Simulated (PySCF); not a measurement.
# BNH3Cl (SMILES NBCl), step by step

Aim: a series of 17 runs (PBE0-D4/def2-TZVP, MP2/def2-TZVPP, RI-MP2/def2-QZVPP, PBE-D4/def2-TZVPP, r2SCAN-D4/def2-TZVPP, B3LYP-D4/def2-TZVPP, PBE0-D4/def2-TZVPP, wB97M-V/def2-TZVPP, and more) of BClH3N. The job is set up through a Python script.

Program for the calculation: PySCF 2.14.0.

1 further run of the same task is left out (for a faulty analytic Hessian).

### 1 Starting point

BNH3Cl has 6 atoms, charge 0, and is taken as a singlet. SMILES: `NBCl`. All atoms were displaced at random from a relaxed shape. The run starts from this shape.

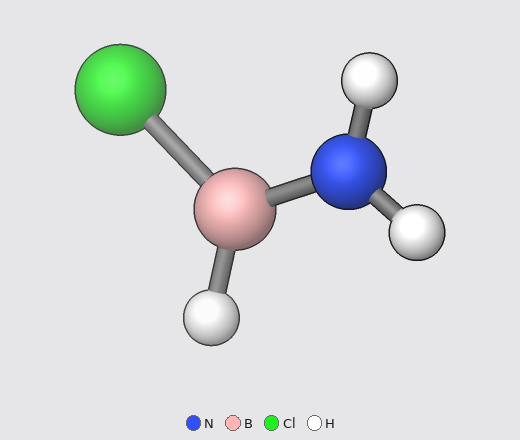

Viewed from a chosen angle; nitrogen blue, boron pink, chlorine green, hydrogen white.

### 2 A structure relaxation at PBE0-D4/def2-TZVP (density fitting with def2-universal-jkfit) (run 1)

File mol.xyz:

```xyz
6
BClH3N
N     -0.390727    -0.027255    -0.663423
B      0.349930    -0.177909     0.506910
Cl     0.505980     1.217998     1.666290
H     -0.531408    -0.762060    -1.342080
H     -0.822775     0.836846    -0.915790
H      0.891699    -1.195416     0.745003
```

File job.py:

```python
from pyscf import gto, dft
from pyscf.geomopt.geometric_solver import kernel as optimise

mol = gto.M(
    atom='mol.xyz',
    basis='def2-tzvp',
    verbose=3,
    max_memory=1860,
)

mf = dft.RKS(mol, xc='pbe0')
mf = mf.density_fit(auxbasis='def2-universal-jkfit')
mf.grids.level = 4
mf.conv_tol = 1e-09
mf.disp = 'd4'
mf.max_cycle = 100
converged, mol_eq = optimise(mf, maxsteps=100)
print('converged:', converged)
print(mol_eq.tostring())

mf.reset(mol_eq)
mol = mol_eq
mf.kernel()
etot = mf.e_tot
print('Final energy', etot)
```

Started as:

```console
$ OMP_NUM_THREADS=1 python job.py
```

The log of the run:

```text
maxiter                   100
----------------------------------------------------------
Custom engine selected.
Bonds will be generated from interatomic distances less than 1.20 times sum of covalent radii
18 internal coordinates being used (instead of 18 Cartesians)
Internal coordinate system (atoms numbered from 1):
Distance 1-2
Distance 1-4
Distance 1-5
Distance 2-3
Distance 2-6
Angle 2-1-5
Angle 4-1-5
Angle 1-2-6
Angle 3-2-6
Out-of-Plane 1-2-4-5
Out-of-Plane 2-1-3-6
Dihedral 4-1-2-3
Dihedral 4-1-2-6
Dihedral 5-1-2-3
Dihedral 5-1-2-6
Translation-X 1-6
Translation-Y 1-6
Translation-Z 1-6
Rotation-A 1-6
Rotation-B 1-6
Rotation-C 1-6
> ===== Optimization Info: ====
> Job type: Energy minimization
> Maximum number of optimization cycles: 100
> Initial / maximum trust radius (Angstrom): 0.100 / 0.300
> Convergence Criteria:
> Will converge when all 5 criteria are reached:
>  |Delta-E| < 1.00e-06
>  RMS-Grad  < 3.00e-04
>  Max-Grad  < 4.50e-04
>  RMS-Disp  < 1.20e-03
>  Max-Disp  < 1.80e-03
> === End Optimization Info ===

Geometry optimization cycle 1
Cartesian coordinates (Angstrom)
 Atom        New coordinates             dX        dY        dZ
   N  -0.390727  -0.027255  -0.663423    0.000000  0.000000  0.000000
   B   0.349930  -0.177909   0.506910    0.000000  0.000000  0.000000
  Cl   0.505980   1.217998   1.666290    0.000000  0.000000  0.000000
   H  -0.531408  -0.762060  -1.342080    0.000000  0.000000  0.000000
   H  -0.822775   0.836846  -0.915790    0.000000  0.000000  0.000000
   H   0.891699  -1.195416   0.745003    0.000000  0.000000  0.000000

WARN: Mole.unit (angstrom) is changed to Bohr

converged SCF energy = -541.487234011507
--------------- DFRKS_Scanner gradients ---------------
         x                y                z
0 N    -0.0059349991     0.0045297249    -0.0073184220
1 B     0.0056140736    -0.0166422432     0.0014186840
2 Cl     0.0020567871     0.0158212814     0.0139242833
3 H    -0.0029593651    -0.0014824199    -0.0047473192
4 H     0.0041294650    -0.0067905520     0.0010332916
5 H    -0.0029100612     0.0045665415    -0.0043059749
----------------------------------------------
cycle 1: E = -541.487234012  dE = -541.487  norm(grad) = 0.0318404
Step    0 : Gradient = 1.300e-02/2.118e-02 (rms/max) Energy = -541.4872340115
Hessian Eigenvalues: 2.30000e-02 2.76304e-02 2.81073e-02 ... 4.59555e-01 4.67698e-01 4.79509e-01

Geometry optimization cycle 2
Cartesian coordinates (Angstrom)
 Atom        New coordinates             dX        dY        dZ
   N  -0.388601  -0.000994  -0.650125    0.002126  0.026261  0.013298
   B   0.358114  -0.195611   0.494307    0.008184 -0.017702 -0.012603
  Cl   0.477818   1.196809   1.589541   -0.028162 -0.021189 -0.076749
   H  -0.499366  -0.752111  -1.308152    0.032042  0.009949  0.033928
   H  -0.840591   0.865741  -0.893111   -0.017816  0.028895  0.022679
   H   0.895586  -1.221778   0.764162    0.003887 -0.026362  0.019159
converged SCF energy = -541.488108007235
--------------- DFRKS_Scanner gradients ---------------
         x                y                z
0 N    -0.0016271281     0.0083894811     0.0032779003
1 B     0.0029500559    -0.0113003060    -0.0031726022
2 Cl    -0.0029773957     0.0025396750    -0.0029217002
3 H     0.0022287530    -0.0014376918     0.0031918791
4 H    -0.0007923366     0.0017302912    -0.0008527970
5 H     0.0002140057     0.0000805577     0.0004799850
----------------------------------------------
cycle 2: E = -541.488108007  dE = -0.000873996  norm(grad) = 0.0166116
Step    1 : Displace = 4.755e-02/8.440e-02 (rms/max) Trust = 1.000e-01 (=) Grad = 6.782e-03/1.210e-02 (rms/max) E (change) = -541.4881080072 (-8.740e-04) Quality = 0.504
Hessian Eigenvalues: 2.24259e-02 2.76176e-02 2.80826e-02 ... 4.60456e-01 4.75847e-01 5.29000e-01

Geometry optimization cycle 3
Cartesian coordinates (Angstrom)
 Atom        New coordinates             dX        dY        dZ
   N  -0.390471  -0.012769  -0.664413   -0.001870 -0.011775 -0.014288
   B   0.340982  -0.149916   0.494668   -0.017132  0.045695  0.000360
  Cl   0.528948   1.165044   1.644403    0.051130 -0.031765  0.054862
   H  -0.488145  -0.767411  -1.318523    0.011221 -0.015300 -0.010371
   H  -0.861382   0.841398  -0.924227   -0.020791 -0.024343 -0.031116
   H   0.873301  -1.184433   0.764486   -0.022285  0.037344  0.000324
converged SCF energy = -541.488546058422
--------------- DFRKS_Scanner gradients ---------------
         x                y                z
0 N     0.0032161671    -0.0063211180     0.0019106348
1 B    -0.0045315488     0.0084582302    -0.0035867572
2 Cl     0.0012394843    -0.0048765656    -0.0008693081
3 H     0.0006569335     0.0006107457     0.0011344104
4 H    -0.0011059144     0.0024816373     0.0000222156
5 H     0.0005214812    -0.0003529616     0.0013912943
----------------------------------------------
cycle 3: E = -541.488546058  dE = -0.000438051  norm(grad) = 0.0140275
Step    2 : Displace = 4.780e-02/8.216e-02 (rms/max) Trust = 1.000e-01 (=) Grad = 5.727e-03/1.024e-02 (rms/max) E (change) = -541.4885460584 (-4.381e-04) Quality = 0.421
Hessian Eigenvalues: 2.26644e-02 2.76368e-02 2.80785e-02 ... 4.63829e-01 4.75992e-01 5.02245e-01

Geometry optimization cycle 4
Cartesian coordinates (Angstrom)
 Atom        New coordinates             dX        dY        dZ
   N  -0.386945  -0.017245  -0.659450    0.003526 -0.004475  0.004963
   B   0.348879  -0.171351   0.501488    0.007897 -0.021435  0.006820
  Cl   0.506234   1.188899   1.623840   -0.022714  0.023855 -0.020563
   H  -0.507164  -0.752995  -1.334032   -0.019019  0.014416 -0.015509
   H  -0.844890   0.844381  -0.903675    0.016492  0.002983  0.020552
   H   0.887228  -1.199757   0.768161    0.013927 -0.015324  0.003676
converged SCF energy = -541.488815827096
--------------- DFRKS_Scanner gradients ---------------
         x                y                z
0 N     0.0002708717    -0.0004739482     0.0002350872
1 B    -0.0001794095    -0.0002156077     0.0001549901
2 Cl     0.0001659805     0.0008587948     0.0006562382
3 H    -0.0006863191     0.0005262072    -0.0009411780
4 H     0.0002770309    -0.0006546562    -0.0000564812
5 H     0.0001488810    -0.0000382374    -0.0000444311
----------------------------------------------
cycle 4: E = -541.488815827  dE = -0.000269769  norm(grad) = 0.00195437
Step    3 : Displace = 2.610e-02/3.917e-02 (rms/max) Trust = 1.000e-01 (=) Grad = 7.979e-04/1.278e-03 (rms/max) E (change) = -541.4888158271 (-2.698e-04) Quality = 0.850
Hessian Eigenvalues: 2.26437e-02 2.78006e-02 2.80845e-02 ... 4.60901e-01 4.73928e-01 4.90453e-01

Geometry optimization cycle 5
Cartesian coordinates (Angstrom)
 Atom        New coordinates             dX        dY        dZ
   N  -0.388208  -0.012106  -0.659988   -0.001263  0.005139 -0.000538
   B   0.349054  -0.169126   0.499269    0.000175  0.002224 -0.002219
  Cl   0.508233   1.184969   1.626457    0.001999 -0.003930  0.002617
   H  -0.499812  -0.758926  -1.323471    0.007352 -0.005931  0.010561
   H  -0.849241   0.846887  -0.909477   -0.004351  0.002506 -0.005803
   H   0.883490  -1.199909   0.763302   -0.003737 -0.000151 -0.004859
converged SCF energy = -541.488833411559
--------------- DFRKS_Scanner gradients ---------------
         x                y                z
0 N    -0.0004151280     0.0005175252    -0.0001696693
1 B     0.0002007022    -0.0007807385    -0.0003788045
2 Cl    -0.0000057914     0.0003178177     0.0002615261
3 H     0.0002403525    -0.0002771749     0.0002131437
4 H     0.0000042794     0.0001199153     0.0000037347
5 H    -0.0000270184     0.0001049394     0.0000744071
----------------------------------------------
cycle 5: E = -541.488833412  dE = -1.75845e-05  norm(grad) = 0.00128196
Step    4 : Displace = 7.764e-03/1.413e-02 (rms/max) Trust = 1.414e-01 (+) Grad = 5.234e-04/8.907e-04 (rms/max) E (change) = -541.4888334116 (-1.758e-05) Quality = 0.716
Hessian Eigenvalues: 2.26467e-02 2.78650e-02 2.80353e-02 ... 4.61062e-01 4.73311e-01 4.97558e-01

Geometry optimization cycle 6
Cartesian coordinates (Angstrom)
 Atom        New coordinates             dX        dY        dZ
   N  -0.387408  -0.013347  -0.659883    0.000801 -0.001241  0.000105
   B   0.348965  -0.168935   0.499844   -0.000089  0.000191  0.000575
  Cl   0.507965   1.185057   1.625163   -0.000269  0.000088 -0.001294
   H  -0.501175  -0.757519  -1.325804   -0.001363  0.001407 -0.002334
   H  -0.848594   0.846023  -0.907934    0.000647 -0.000864  0.001544
   H   0.883904  -1.199611   0.764476    0.000414  0.000298  0.001174
converged SCF energy = -541.488835991136
--------------- DFRKS_Scanner gradients ---------------
         x                y                z
0 N     0.0000217899    -0.0000421941     0.0001306203
1 B    -0.0000624658     0.0000465877    -0.0001367790
2 Cl    -0.0000031795    -0.0000782082    -0.0000490475
3 H     0.0000186654     0.0000273420     0.0000020430
4 H     0.0000018360     0.0000309838    -0.0000071770
5 H     0.0000206722     0.0000179515     0.0000646871
----------------------------------------------
cycle 6: E = -541.488835991  dE = -2.57958e-06  norm(grad) = 0.000244293
Step    5 : Displace = 1.769e-03/3.058e-03 (rms/max) Trust = 1.414e-01 (=) Grad = 9.973e-05/1.574e-04 (rms/max) E (change) = -541.4888359911 (-2.580e-06) Quality = 0.945
Hessian Eigenvalues: 2.27274e-02 2.75771e-02 2.78813e-02 ... 4.61374e-01 4.76170e-01 4.87409e-01

Geometry optimization cycle 7
Cartesian coordinates (Angstrom)
 Atom        New coordinates             dX        dY        dZ
   N  -0.387240  -0.013324  -0.660029    0.000168  0.000022 -0.000146
   B   0.348989  -0.168860   0.499959    0.000024  0.000075  0.000115
  Cl   0.508051   1.185266   1.625437    0.000086  0.000209  0.000273
   H  -0.501181  -0.757747  -1.325679   -0.000006 -0.000228  0.000126
   H  -0.848610   0.845880  -0.908170   -0.000016 -0.000142 -0.000236
   H   0.883813  -1.199701   0.764074   -0.000091 -0.000089 -0.000402
converged SCF energy = -541.488836102345
--------------- DFRKS_Scanner gradients ---------------
         x                y                z
0 N    -0.0000258021    -0.0000147517     0.0000222061
1 B    -0.0000155698    -0.0000184719    -0.0000484868
2 Cl     0.0000096706     0.0000138262     0.0000242169
3 H     0.0000080001     0.0000080507    -0.0000111557
4 H     0.0000136944     0.0000021285    -0.0000000053
5 H     0.0000073224     0.0000116790     0.0000175505
----------------------------------------------
cycle 7: E = -541.488836102  dE = -1.11209e-07  norm(grad) = 7.8266e-05
Step    6 : Displace = 2.862e-04/4.095e-04 (rms/max) Trust = 2.000e-01 (+) Grad = 3.195e-05/5.417e-05 (rms/max) E (change) = -541.4888361023 (-1.112e-07) Quality = 1.195
Hessian Eigenvalues: 2.27274e-02 2.75771e-02 2.78813e-02 ... 4.61374e-01 4.76170e-01 4.87409e-01
Converged! =D

converged: True
N          -0.38723957       -0.01332413       -0.66002873
B           0.34898933       -0.16885994        0.49995886
Cl          0.50805101        1.18526641        1.62543651
H          -0.50118113       -0.75774729       -1.32567876
H          -0.84861005        0.84588040       -0.90817013
H           0.88381322       -1.19970054        0.76407428
converged SCF energy = -541.488836102366
Final energy -541.4888361023659
```

Run time: 98 s. Hardware: 1 thread of Arm Neoverse V1, shared host; peak memory 1.1 GiB.

The path in brief:

| step | energy from the first frame kept (eV) | largest force (eV/Å) |
| --- | --- | --- |
| 0 | 0.0000 | 1.0889 |
| 1 | -0.0238 | 0.6223 |
| 2 | -0.0357 | 0.5268 |
| 3 | -0.0430 | 0.0657 |
| 4 | -0.0435 | 0.0458 |
| 5 | -0.0436 | 0.0081 |
| 6 | -0.0436 | 0.0028 |

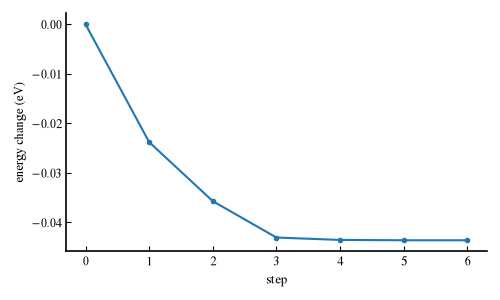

Energy along the run.

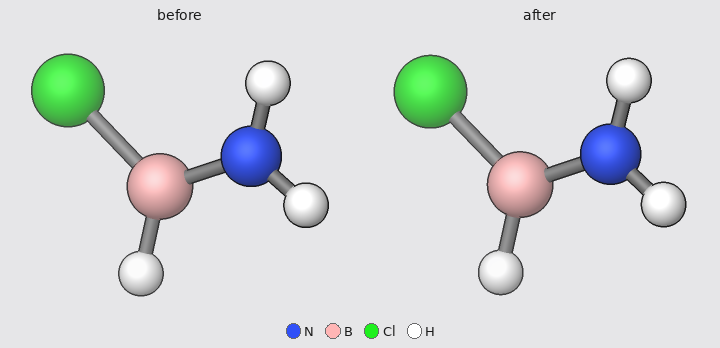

Before and after, at one scale.

After the run. Bond lengths: N1–B2 1.383 Å, B2–Cl3 1.768 Å, N1–H4 1.005 Å, N1–H5 1.006 Å, B2–H6 1.191 Å. Angles: N1–B2–Cl3 119.7°, N1–B2–H6 121.5°, Cl3–B2–H6 118.8°, B2–N1–H4 122.2°, B2–N1–H5 123.2°, H4–N1–H5 114.7°.

### 3 The energy at MP2/def2-TZVPP (run 3)

File run.py:

```python
from pyscf import gto, scf, mp

system = gto.M(
    atom=[
    ('N', (-0.387240, -0.013324, -0.660029)),
    ('B', (0.348989, -0.168860, 0.499959)),
    ('Cl', (0.508051, 1.185266, 1.625437)),
    ('H', (-0.501181, -0.757747, -1.325679)),
    ('H', (-0.848610, 0.845880, -0.908170)),
    ('H', (0.883813, -1.199701, 0.764074)),
],
    max_memory=1860,
    verbose=3,
    basis='def2-tzvpp',
)

calc0 = scf.RHF(system)
calc0.conv_tol = 1e-10
calc0.kernel()
if not calc0.converged:
    calc0 = calc0.newton().run(calc0.mo_coeff, calc0.mo_occ)

pt = mp.MP2(calc0, frozen=7).run()
etot = pt.e_tot
print(f'total energy: {etot:.8f} hartree')
```

Started as:

```console
$ OMP_NUM_THREADS=1 python run.py
```

The log of the run:

```text
converged SCF energy = -540.517253239201
E(RMP2) = -541.023012519036  E_corr = -0.505759279834998
E(SCS-RMP2) = -541.019882815118  E_corr = -0.502629575916577
total energy: -541.02301252 hartree
```

Wall time 8.7 s (1 thread of Arm Neoverse V1, shared host); peak memory 0.65 GiB.

Runs 4 to 13 aren't shown in full; the table further down has their settings and results.

### 4 The energy at HF/STO-3G (run 14)

File input.py:

```python
from pyscf import gto, scf

mol = gto.M(
    atom='''
N       -0.387240      -0.013324      -0.660029
B        0.348989      -0.168860       0.499959
Cl       0.508051       1.185266       1.625437
H       -0.501181      -0.757747      -1.325679
H       -0.848610       0.845880      -0.908170
H        0.883813      -1.199701       0.764074
''',
    max_memory=1860,
    basis='sto-3g',
    spin=0,
    verbose=3,
)

mf = scf.RHF(mol)
mf.conv_tol = 1e-10
mf.kernel()
if not mf.converged:
    mf = mf.newton().run(mf.mo_coeff, mf.mo_occ)

etot = mf.e_tot
print(f'total energy: {etot:.8f} hartree')
```

Started as:

```console
$ OMP_NUM_THREADS=1 python input.py
```

The log of the run:

```text
converged SCF energy = -534.524203761819
total energy: -534.52420376 hartree
```

Run time: 0.81 s. Hardware: 1 thread of Arm Neoverse V1, shared host; peak memory 0.11 GiB.

Runs 15 to 17 aren't shown in full; the table further down has their settings and results.

### 5 The doublet cation: a single-point energy at UB3LYP/6-31G(d) (spherical functions) (run 18)

File calc.py:

```python
from pyscf import gto, dft

system = gto.M(
    atom='''
N     -0.731778    -0.025179    -1.247274
B      0.659494    -0.319099     0.944786
Cl     0.960077     2.239828     3.071631
H     -0.947095    -1.431934    -2.505170
H     -1.603640     1.598482    -1.716193
H      1.670165    -2.267106     1.443891
''',
    unit='bohr',
    spin=1,
    basis='6-31g*',
    max_memory=1860,
    charge=1,
    verbose=3,
)

mf = dft.UKS(system, xc='b3lyp')
mf.conv_tol = 1e-10
mf.grids.level = 5
mf.kernel()
if not mf.converged:
    mf = mf.newton().run(mf.mo_coeff, mf.mo_occ)

e_tot = mf.e_tot
print('E = %.10f Eh' % e_tot)
```

Started as:

```console
$ OMP_NUM_THREADS=1 python calc.py
```

The log of the run:

```text
converged SCF energy = -541.295526814294  <S^2> = 0.76550478  2S+1 = 2.0154451
E = -541.2955268143 Eh
```

Run time: 15 s. Hardware: 1 thread of Arm Neoverse V1, shared host; peak memory 0.3 GiB.

### 6 Overview of the runs

| run | level | task | integral approximation | partner | energy (Eh) | dipole moment (D) of the reference | HOMO energy (eV) | LUMO energy (eV) | wall time |
| --- | --- | --- | --- | --- | --- | --- | --- | --- | --- |
| 1 | PBE0-D4/def2-TZVP (density fitting with def2-universal-jkfit) | optimise | def2-universal-jkfit | base | -541.488836 | 2.69 | -8.42 | 0.21 | 98 s |
| 3 | MP2/def2-TZVPP | energy | none | base | -541.023013 | 2.66 | -11.70 | 3.26 | 8.7 s |
| 4 | RI-MP2/def2-QZVPP (density fitting with def2-universal-jkfit) | energy | def2-universal-jkfit | base | -541.081122 | 2.65 | -11.73 | 2.78 | 5.4 s |
| 5 | PBE-D4/def2-TZVPP | energy | none | base | -541.442667 | 2.67 | -7.05 | -0.78 | 28 s |
| 6 | r2SCAN-D4/def2-TZVPP | energy | none | base | -541.661418 | 2.70 | -7.35 | -0.43 | 70 s |
| 7 | B3LYP-D4/def2-TZVPP | energy | none | base | -541.769399 | 2.66 | -8.15 | -0.02 | 34 s |
| 8 | PBE0-D4/def2-TZVPP | energy | none | base | -541.490598 | 2.68 | -8.42 | 0.21 | 38 s |
| 9 | wB97M-V/def2-TZVPP (density fitting with def2-universal-jkfit) | energy | def2-universal-jkfit | base | -541.680950 | 2.66 | -10.71 | 2.17 | 86 s |
| 10 | B2PLYP/def2-TZVPP | energy | none | base | -541.541503 | 2.66 | -9.61 | 1.55 | 35 s |
| 11 | SVWN5/def2-TZVPP | energy | none | base | -539.512413 | 2.71 | -7.21 | -1.04 | 20 s |
| 12 | M06-2X/def2-TZVPP | energy | none | base | -541.690839 | 2.67 | -9.77 | 1.08 | 1.8 min |
| 13 | B3LYP/6-31G* (spherical functions) | energy | none | base | -541.685583 | 3.00 | -7.89 | 0.46 | 7.2 s |
| 14 | HF/STO-3G | energy | none | base | -534.524204 | 3.32 | -10.00 | 8.15 | 0.81 s |
| 15 | UMP2/def2-TZVPP | energy | none | cation | -540.607779 | – | -17.93 | -8.14 | 35 s |
| 16 | UPBE-D4/def2-TZVPP | energy | none | cation | -541.054744 | – | -14.10 | -14.03 | 2.4 min |
| 17 | UB3LYP-D4/def2-TZVPP | energy | none | cation | -541.373399 | – | -15.17 | -13.37 | 70 s |
| 18 | UB3LYP/6-31G* (spherical functions) | energy | none | cation | -541.295527 | – | -15.11 | -13.34 | 15 s |

### 7 Summary of results

| quantity | value |
| --- | --- |
| doublet cation, run 18: total energy | -541.29553 Eh |
| doublet cation, run 18: HOMO energy (highest over α and β) | -15.11 eV |
| doublet cation, run 18: LUMO energy (lowest over α and β) | -13.34 eV |
| doublet cation, run 18: ⟨S²⟩ | 0.766 |
| vertical ionisation energy (to the doublet cation), MP2/def2-TZVPP | 11.299 eV |
| vertical ionisation energy (to the doublet cation), PBE-D4/def2-TZVPP | 10.556 eV |
| vertical ionisation energy (to the doublet cation), B3LYP-D4/def2-TZVPP | 10.776 eV |
| vertical ionisation energy (to the doublet cation), B3LYP/6-31G* | 10.614 eV |

At MP2/def2-TZVPP: the vertical ionisation energy comes to 11.30 eV (1090 kJ/mol). At PBE-D4/def2-TZVPP: the vertical ionisation energy comes to 10.56 eV (243 kcal/mol). −ε(HOMO) before ionisation, 7.05 eV, is 3.51 eV below this ionisation energy. At B3LYP-D4/def2-TZVPP: removing an electron at fixed nuclei costs 10.78 eV (248 kcal/mol). The negative HOMO energy of the first species, 8.15 eV, lies 2.62 eV below that difference. At B3LYP/6-31G*: removing an electron at fixed nuclei costs 10.61 eV (245 kcal/mol). Totals of different functionals can't be ranked against each other. In run 14 the basis is minimal, so the values are rough. All runs together took 13 min, the longest 2.4 min.
